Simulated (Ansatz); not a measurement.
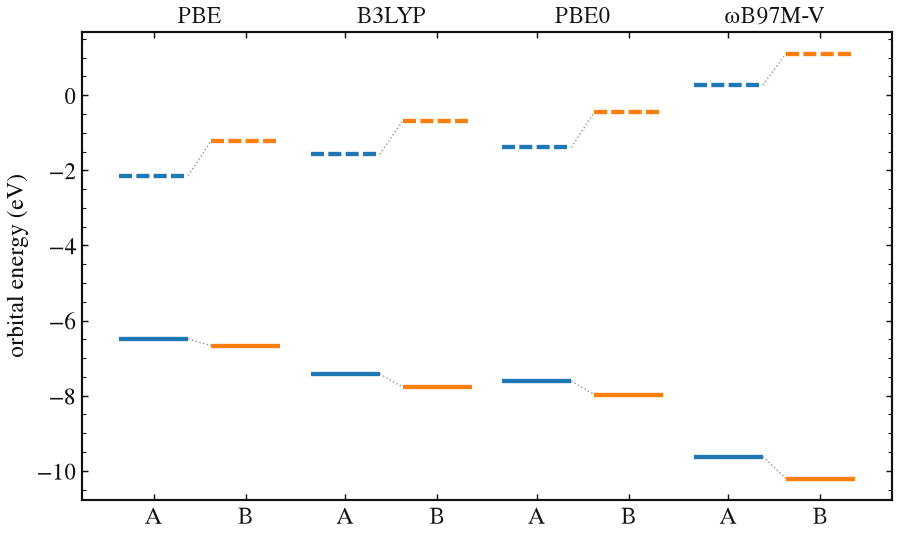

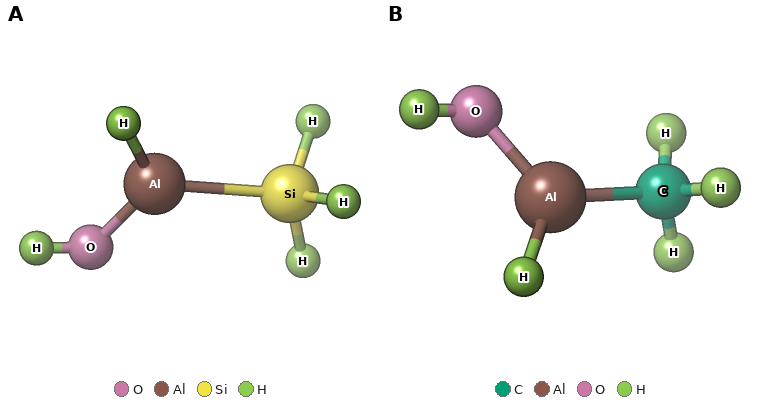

One change: A, AlSiH₅O (SMILES [OH][AlH][SiH3]), becomes B, CH₅AlO (SMILES [CH3][AlH][OH]). SiH₃ on Al is replaced by CH₃. HOMO (solid) and LUMO (dashed) computed in def2-TZVPP at PBE0-D4/def2-TZVP geometries, both minima by their frequencies, gas phase, the Ansatz code. Empty levels above zero depend strongly on the basis.

Q: What does the change do to HOMO and LUMO?

A: PBE: the HOMO falls by 0.17 eV, the LUMO rises by 0.93 eV, and the separation goes from 4.35 to 5.45 eV. B3LYP: the HOMO falls by 0.35 eV, the LUMO rises by 0.89 eV, and the separation goes from 5.85 to 7.09 eV. PBE0: the HOMO falls by 0.36 eV, the LUMO rises by 0.94 eV, and the separation goes from 6.22 to 7.53 eV. ωB97M-V: the HOMO falls by 0.59 eV, the LUMO rises by 0.84 eV, and the separation goes from 9.89 to 11.31 eV.

Q: Do the functionals agree on the effect?

A: They agree on the direction for both levels; the HOMO shift lies between −0.59 and −0.17 eV and the LUMO shift between 0.84 and 0.94 eV, while the separations themselves differ by up to 5.9 eV between functionals.
